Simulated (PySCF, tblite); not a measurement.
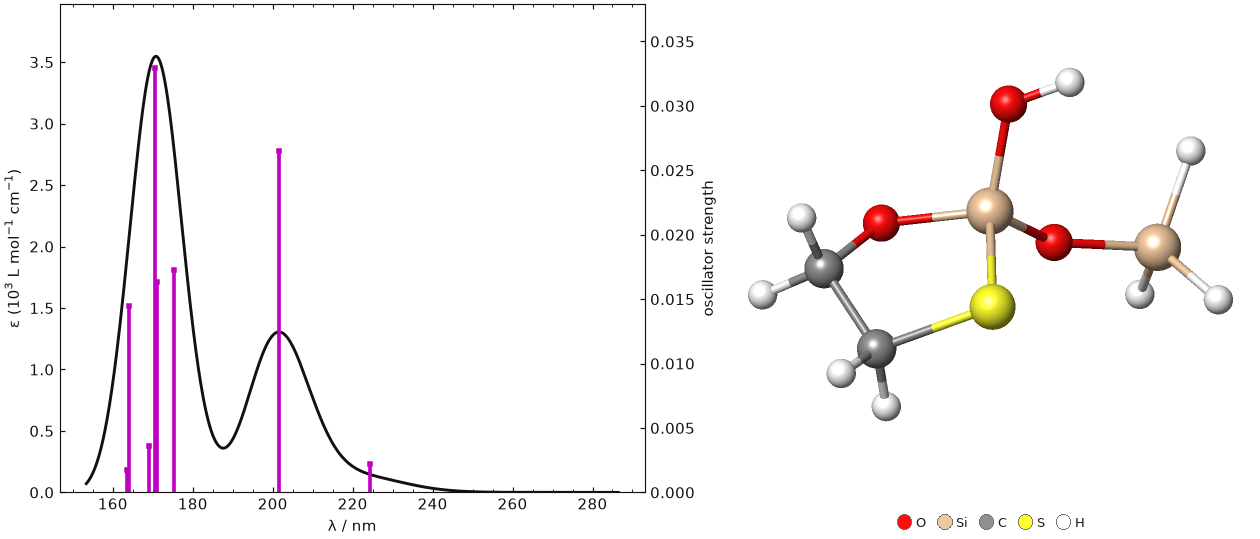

Computed absorption of C₂H₈O₃SSi₂, SMILES O[Si@]1(O[SiH3])OCCS1. Vertical TDDFT excitations, CAM-B3LYP/def2-SVPD, PySCF, at a GFN2-xTB geometry (a minimum by its frequencies), gas phase. Only the first 8 singlet excitations are included; each is broadened by a Gaussian of 1/e half-width 0.33 eV. Sticks give oscillator strengths (right axis).

**Where is the lowest singlet, and is it bright?**

S1 lies at 5.53 eV (224 nm) with f = 0.002, mainly HOMO → LUMO (53 %); it is dark or nearly so.

**Does any vertical transition fall in the visible?**

No singlet lies below 3.1 eV (beyond 400 nm), so at this level no vertical transition falls in the visible.

**List the transitions behind the spectrum.**

```
state  E (eV)  λ (nm)      f        main character
   S1    5.53     224  0.002    HOMO → LUMO (53 %)
   S2    6.15     202  0.027  HOMO → LUMO+1 (42 %)
   S3    7.07     175  0.017  HOMO → LUMO+4 (48 %)
   S4    7.25     171  0.016  HOMO → LUMO+3 (29 %)
   S5    7.27     171  0.033  HOMO−1 → LUMO (50 %)
   S6    7.33     169  0.004  HOMO → LUMO+4 (25 %)
   S7    7.56     164  0.014  HOMO → LUMO+2 (42 %)
   S8    7.58     163  0.002  HOMO−2 → LUMO (34 %)
```

Note: the tight-binding geometry is rougher than a DFT one and adds to the error; one conformer of a flexible molecule; core orbitals are frozen in the response.
